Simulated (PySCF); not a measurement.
**Al(OH)₂: relaxation and vibrations of the doublet**

The task is one start of a wider search on Al(OH)₂: the doublet, from a bent start. It is relaxed, tested by its Hessian and followed downhill if it is a saddle.

Computed with PySCF 2.14.0. Level: PBE0, basis Al def2-TZVP, O def2-TZVP, H def2-TZVP, no relativity, density fitting.

## Step 1: The system as given

5 atoms, charge 0, spin multiplicity 2.

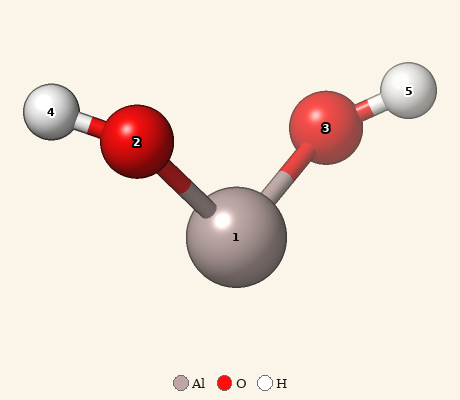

Start geometry, drawn with aluminium light grey, oxygen red, hydrogen white; atoms are numbered from 1 in the order of the file.

Z-matrix (Å, degrees; charge 0 multiplicity 2):
```
Al
O  1 1.8900
O  1 1.8900 2 110.00
H  2 0.9600 1 130.00 3 90.00
H  3 0.9600 1 130.00 2 90.00
```

## Step 2: First SCF at the start

One driver script runs all steps and calls PySCF; scf.py shows how it sets up the SCF of each step. The optimiser is the driver's own. After this first run the driver tries any further starts and a stability analysis.

File scf.py:

```python
from pyscf import gto, scf, dft
mol = gto.M(atom='''
Al     0.000000     0.000000     0.000000
O      1.548200     0.000000     1.084100
O     -1.548200     0.000000     1.084100
H      2.053700    -0.735400     1.438000
H     -2.053700     0.735400     1.438000''',
    basis={'Al': 'def2-TZVP', 'O': 'def2-TZVP', 'H': 'def2-TZVP'},
    charge=0, spin=1)
mf = dft.UKS(mol, xc='PBE0')
mf.grids.atom_grid = (50, 194)
aux = {'Al': 'def2-universal-JKFIT', 'O': 'def2-universal-JKFIT', 'H': 'def2-universal-JKFIT'}
mf = mf.density_fit(auxbasis=aux)
mf.conv_tol = 1e-08
mf.diis_space = 10
mf.max_cycle = 60
mf.init_guess = 'minao'
mf.verbose = 4
mf.kernel()
```

Launch:

```bash
> OMP_NUM_THREADS=2 python axn.py task.json out
```

The runs that follow: Relaxation: bent start, doublet; Vibrations and properties at this point.

**Question.** What will these runs give? Wanted: minimum; geometry; wavenumbers; dipole moment; highest occupied, lowest empty level; polar-tensor charge of Al1; zero-point energy; atomisation energy; ⟨S²⟩.

**Answer**, as computed:

```
                                          quantity                                                                                       value
                                           minimum                                                                                doublet, C2v
                                          geometry                      Al–O 1.699 Å (×2), O–H 0.957 Å (×2); Al–O–H 125.9° (×2), O–Al–O 125.2°
                                wavenumbers (cm⁻¹)  206 (a2), 225 (a1), 298 (b1), 502 (b2), 583 (a1), 787 (a1), 897 (b2), 3934 (b2), 3936 (a1)
                                     dipole moment                                                                                      1.96 D
highest occupied, lowest empty level (either spin)                                                                             -6.10, -2.40 eV
                        polar-tensor charge of Al1                                                                                     +1.01 e
                                 zero-point energy                                                                                 68.0 kJ/mol
                               entropy at 298.15 K                                                                             284.9 J/(mol K)
         atomisation energy (no zero-point energy)                                                                                 1736 kJ/mol
                                              ⟨S²⟩                                                                                       0.751
```

From C2 at the start the molecule goes to a C2v minimum. In the infrared the band at 502 cm⁻¹ (b2) leads. Most of the spin sits on Al1 (Mulliken spin 0.93, against 1 for the whole molecule). Other starts or spin states, not run here, may lie lower.
